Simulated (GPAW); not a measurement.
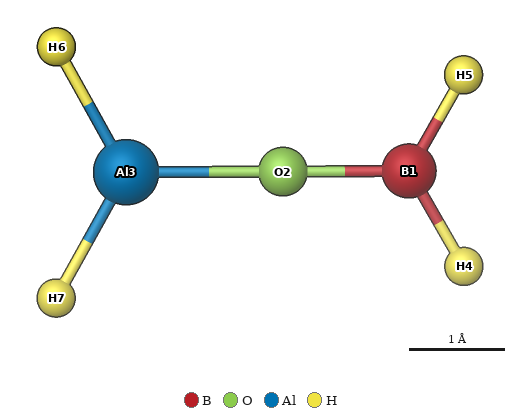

Fig. 1: The structure (ball-and-stick view, seen on its broad side; atoms are numbered from 1 in the order of the input). Sticks mark near contacts. Bond lengths as drawn: Al–H 1.53 Å, Al–O 1.66 Å, B–H 1.18 Å and B–O 1.34 Å.

**Property calculation of AlBH4O**

System: AlBH4O, SMILES B[O][AlH2].
Method: PBE/plane waves, scalar-relativistic datasets (GPAW 26.7.0).

The geometry comes from this level: GFN2-xTB.

### The input (run.py)
```python
import numpy as np
from ase.io import read
from ase.units import Debye
from gpaw import GPAW, PW

mol = read("run.xyz")
mol.center(vacuum=4.5)

calc = GPAW(mode=PW(450), xc="PBE", maxiter=100, txt="-")
mol.calc = calc

energy = mol.get_potential_energy()
print(f"Energy: {energy:.5f} eV")
forces = mol.get_forces()
print("Forces (eV/Ang)")
for symbol, f in zip(mol.symbols, forces):
    print(f'{symbol:2} {f[0]:9.4f} {f[1]:9.4f} {f[2]:9.4f}')
dipole = mol.get_dipole_moment() / Debye
print(f"Dipole = {np.linalg.norm(dipole):.3f} D")
homo, lumo = calc.get_homo_lumo()
print(f"HOMO                    {homo:.3f} eV")
print(f"LUMO: {lumo:.3f} eV")
print(f"Gap                     {lumo - homo:.3f} eV")
```

### File run.xyz
```
7

B     -1.239790     0.460500    -0.755050
O     -0.151010     0.055000    -0.092790
Al     1.203290    -0.447170     0.732080
H     -1.722060    -0.243360    -1.565440
H     -1.702020     1.516540    -0.519180
H      1.819640     0.486770     1.781480
H      1.791950    -1.828280     0.418900
```

Launched with:
```bash
python run.py > run.log
```

### Output
```
__  _  _
 | _ |_)|_||  |
 |__||  | ||/\| - 26.7.0

units:  Angstrom and eV
cores:  1
OpenMP: False

Versions:
  Python: 3.12.14
  ASE:    3.29.0
  Numpy:  2.5.5
  Scipy:  1.18.1
  Libxc:  7.0.0

        _gpaw.cpython-312-aarch64-linux-gnu.so

Input parameters:
  mode=PW(ecut=450.00000000000006),
  maxiter=100,
  xc=XC(name='PBE')

Diagonalizing LCAO Hamiltonian
Converting LCAO to pw mode
         .------------------------------.
        /|                              |
       / |                              |
      /  |                              |
     /   |                              |
    /    |                              |
   /     |                              |
  /      |                              |
 *       |                              |
 |       |               H              |
 |       |                              |
 |       |       H     Al               |
 |       |        B O   H               |
 |       |                              |
 |       |      H                       |
 |       .------------------------------.
 |      /                              /
 |     /                              /
 |    /                              /
 |   /                              /
 |  /                              /
 | /                              /
 |/                              /
 *------------------------------*

Atoms  # Å, Bohr magnetons
|   | symbol |        x |        y |        z |    initial magnetic moments |
|---|--------|----------|----------|----------|-----------------------------|
| 0 |      B | 4.982270 | 6.788780 | 5.310390 | ( 0.0000,  0.0000,  0.0000) |
| 1 |      O | 6.071050 | 6.383280 | 5.972650 | ( 0.0000,  0.0000,  0.0000) |
| 2 |     Al | 7.425350 | 5.881110 | 6.797520 | ( 0.0000,  0.0000,  0.0000) |
| 3 |      H | 4.500000 | 6.084920 | 4.500000 | ( 0.0000,  0.0000,  0.0000) |
| 4 |      H | 4.520040 | 7.844820 | 5.546260 | ( 0.0000,  0.0000,  0.0000) |
| 5 |      H | 8.041700 | 6.815050 | 7.846920 | ( 0.0000,  0.0000,  0.0000) |
| 6 |      H | 8.014010 | 4.500000 | 6.484340 | ( 0.0000,  0.0000,  0.0000) |

Unit cell  # Å
| periodic |         x |         y |         z |   lengths |    angles |
|----------|-----------|-----------|-----------|-----------|-----------|
|       no | 12.541700 |  0.000000 |  0.000000 | 12.541700 | 90.000000 |
|       no |  0.000000 | 12.344820 |  0.000000 | 12.344820 | 90.000000 |
|       no |  0.000000 |  0.000000 | 12.346920 | 12.346920 | 90.000000 |

Number of symmetries: 1
Symmetry operations  # r_c * U_cc + t_c -> r_c
|   | kind |            matrix            |
|---|------|------------------------------|
| 0 |  E   |  1, 0, 0,  0, 1, 0,  0, 0, 1 |

BZ-sampling:
  Number of BZ points: 1
  Number of IBZ points: 1

  Monkhorst-Pack size: [1, 1, 1]
  Monkhorst-Pack shift: [0, 0, 0]

K-points  # in reciprocal-cell coordinates
|   |                                coordinates |     weight |
|---|--------------------------------------------|------------|
| 0 | (  0.00000000,   0.00000000,   0.00000000) | 1.00000000 |

Plane wave coefficients: 20738
Cutoff: 450.00000000000006 eV

Spin-components: 1 (collinear spins)
Bands:           14
Projectors:      27
Spin-degeneracy: 2
Datatype:        float64

  Storage: CPU
  Wave functions: 4_645_312 bytes (4_645_312 per core)
  Projectors: 11_281_472 bytes (11_281_472 per core)

Parallelization:
  kpt:    1
  domain: 1
  band:   1

Density:
  Valence electrons: 16.0
  Components: 1
  Grid points: [63 63 63]
  Charge: 0.0  # |e|

Potential:
  Grid points: [63 63 63]

species:
  B:
    name:    Boron
    Z:       5.0
    valence: 3
    core:    2
    charge:  0.0  # [|e|]
    file:    B.PBE.gz
    compensation charges:
      type: gauss
      rc: 0.20  # [Å]
      lmax: 2
    cutoffs:
      filter: 1.14  # [Å]
      core: 1.38  # [Å]
    projectors
    | kind |    occ | energy [eV] | rcut [Å] |
    |------|--------|-------------|----------|
    |   2s |  2.000 |      -9.443 |    0.635 |
    |   2p |  1.000 |      -3.606 |    0.635 |
    |    s |        |      17.768 |    0.635 |
    |    p |        |      23.605 |    0.635 |
    |    d |        |       0.000 |    0.635 |

    Using partial waves for B as LCAO basis

  O:
    name:    Oxygen
    Z:       8.0
    valence: 6
    core:    2
    charge:  0.0  # [|e|]
    file:    O.PBE.gz
    compensation charges:
      type: gauss
      rc: 0.21  # [Å]
      lmax: 2
    cutoffs:
      filter: 1.17  # [Å]
      core: 0.83  # [Å]
    projectors
    | kind |    occ | energy [eV] | rcut [Å] |
    |------|--------|-------------|----------|
    |   2s |  2.000 |     -23.961 |    0.688 |
    |   2p |  4.000 |      -9.029 |    0.598 |
    |    s |        |       3.251 |    0.688 |
    |    p |        |      18.182 |    0.598 |
    |    d |        |       0.000 |    0.619 |

    Using partial waves for O as LCAO basis

  Al:
    name:    Aluminium
    Z:       13.0
    valence: 3
    core:    10
    charge:  0.0  # [|e|]
    file:    Al.PBE.gz
    compensation charges:
      type: gauss
      rc: 0.34  # [Å]
      lmax: 2
    cutoffs:
      filter: 1.91  # [Å]
      core: 2.36  # [Å]
    projectors
    | kind |    occ | energy [eV] | rcut [Å] |
    |------|--------|-------------|----------|
    |   3s |  2.000 |      -7.753 |    1.085 |
    |   3p |  1.000 |      -2.712 |    1.085 |
    |    s |        |      19.459 |    1.085 |
    |    p |        |      24.499 |    1.085 |
    |    d |        |       0.000 |    1.085 |

    Using partial waves for Al as LCAO basis

  H:
    name:    Hydrogen
    Z:       1.0
    valence: 1
    core:    0
    charge:  0.0  # [|e|]
    file:    H.PBE.gz
    compensation charges:
      type: gauss
      rc: 0.15  # [Å]
      lmax: 2
    cutoffs:
      filter: 0.85  # [Å]
      core: 0.53  # [Å]
    projectors
    | kind |    occ | energy [eV] | rcut [Å] |
    |------|--------|-------------|----------|
    |   1s |  1.000 |      -6.494 |    0.476 |
    |    s |        |      20.717 |    0.476 |
    |    p |        |       0.000 |    0.476 |

    Using partial waves for H as LCAO basis

Reference energy: -9363.725782  # eV

eigensolver:
  PPCG
  Converge bands: occupied
  niter=2

density mixing:
  MSR1-Mixer
  Pratt-step length: 0.05
  Maximum mixing coefficient: 0.75
  Old densities: 10
  SVD Regularization: 0.005
  Good broyden scale: 1.0
  Trust region scale: 1.0
  Backstep threshold: 4.0
  History deletion threshold: 6.0
  Fourier metric: weight=20.0, sigma=0.015

occupation numbers:
  # Zero width

poisson solver:
  ecut: 3600.0000000000005  # eV

xc functional:
  name: PBE with 2 nearest neighbor stencil

Initialization done in: 1.175 s

convergence criteria:
- Maximum [total energy] change in last 3 cyles: 0.0005 eV / valence electron
- Maximum integral of absolute [dens]ity change: 0.0001 electrons / valence electron
- Maximum integral of absolute [eigenst]ate change: 4e-08 eV^2 / valence electron
maximum number of iterations: 100

SCF iterations
|iter     |     time |      energy | eigst |  dens |
|---------|----------|-------------|-------|-------|
|iter:   1| 00:00:02 |  -34.370953 | +0.41 |       |
|iter:   2| 00:00:03 |  -33.767819 | -1.21 | -0.52 |
|iter:   3| 00:00:04 |  -30.679011 | -0.84 | -0.55 |
|iter:   4| 00:00:05 |  -30.539443 | -1.68 | -1.13 |
|iter:   5| 00:00:06 |  -30.541094 | -2.98 | -1.74 |
|iter:   6| 00:00:07 |  -30.541845c| -3.80 | -2.16 |
|iter:   7| 00:00:09 |  -30.541978c| -4.74 | -2.55 |
|iter:   8| 00:00:10 |  -30.541996c| -5.71 | -3.07 |
|iter:   9| 00:00:11 |  -30.541996c| -7.06 | -3.90 |
|iter:  10| 00:00:12 |  -30.541996c| -7.67c| -4.50c|

Converged in 10 steps
SCF loop duration: 10.427 s (1.043 s/step)
Energy contributions relative to reference atoms: (reference = -9363.725782)

Energy contributions:
  Kinetic:          36.515190
  Coulomb:         -35.864647
  Zero:             -0.055271
  External:          0.000000
  Xc:              -31.137267
  Entropy:           0.000000
  Spinorbit:         0.000000
  ----------------------------
  Free energy:     -30.541996
  Extrapolated:    -30.541996

dipole moment: (0.164439, -0.060674, 0.099050)  # |e|*Ang

Fermi level: -4.083
Eigenvalues  # (at kpt = [0.000, 0.000, 0.000])
| band index |      eig [eV] | occ [0-2] |
|------------|---------------|-----------|
|          0 |       -24.720 |     2.000 |
|          1 |       -13.456 |     2.000 |
|          2 |       -10.244 |     2.000 |
|          3 |        -9.714 |     2.000 |
|          4 |        -9.123 |     2.000 |
|          5 |        -9.051 |     2.000 |
|          6 |        -7.372 |     2.000 |
|          7 |        -6.081 |     2.000 |
|          8 |        -2.084 |     0.000 |
|          9 |        -1.094 |     0.000 |
|         10 |        -0.466 |     0.000 |
|         11 |        -0.146 |     0.000 |
|         12 |         0.363 |     0.000 |
|         13 |         0.687 |     0.000 |

Gap: 3.997 eV
Transition (v -> c):
  (s=0, k=0, n=7, [0.00, 0.00, 0.00]) -> (s=0, k=0, n=8, [0.00, 0.00, 0.00])
No difference between direct/indirect transitions
vacuum-level: 0.234  # V
Energy: -30.54200 eV

Forces  # eV/Ang
|        x |        y |        z |
|----------|----------|----------|
|  0.21068 | -0.07543 |  0.12707 |  # B    0
| -0.73348 |  0.35423 | -0.47708 |  # O    1
|  0.60823 | -0.22021 |  0.37627 |  # Al   2
| -0.33528 | -0.50155 | -0.57123 |  # H    3
| -0.32476 |  0.74788 |  0.16989 |  # H    4
|  0.28878 |  0.54061 |  0.55020 |  # H    5
|  0.27496 | -0.75440 | -0.21010 |  # H    6

Force computation time: 0.708  # s
Forces (eV/Ang)
B     0.2107   -0.0754    0.1271
O    -0.7335    0.3542   -0.4771
Al    0.6082   -0.2202    0.3763
H    -0.3353   -0.5015   -0.5712
H    -0.3248    0.7479    0.1699
H     0.2888    0.5406    0.5502
H     0.2750   -0.7544   -0.2101
Dipole = 0.967 D
HOMO                    -6.081 eV
LUMO: -2.084 eV
Gap                     3.997 eV
```

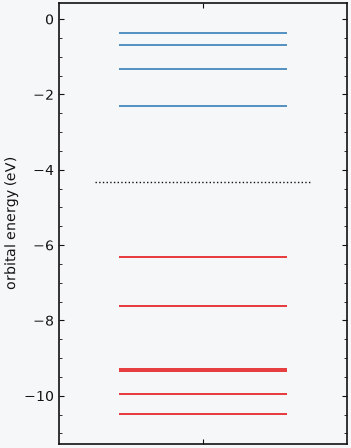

Fig. 2: Orbital energies near the frontier; the dotted line parts filled from empty levels, and levels within 0.02 eV of each other stand side by side. Highest filled −6.31 eV, lowest empty −2.32 eV, 3.99 eV apart.

### Results in brief

| quantity | value |
| --- | --- |
| outcome | converged |
| energy relative to the program's reference atoms | −30.5420 eV |
| largest force | 0.944 eV/Å |
| HOMO | −6.31 eV |
| LUMO | −2.32 eV |
| dipole moment | 0.97 D |
| hardware | 1 thread of Arm Neoverse V2, 24 GiB of memory available, shared host |
| wall time | 13 s |
| peak memory | 0.54 GiB |
